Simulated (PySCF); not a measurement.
ClFZn, SMILES [F][Zn][Cl] at its PBE0/def2-SVP optimised geometry (Å):

```
3

Zn     0.1772    -0.0016     0.0000
F      1.9131    -0.0016     0.0000
Cl    -1.9131     0.0016     0.0109
```

Method: PySCF with PBE0/def2-TZVP.

Map of the log10 of the electron density (e/bohr³), floored at −4 on the plane z = 1.5 Å:

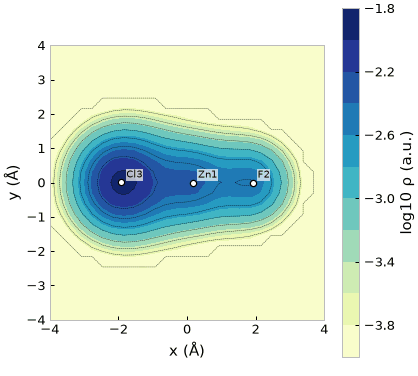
Figure: Log10 of the electron density (e/bohr³), floored at −4 on the plane z = 1.5 Å.
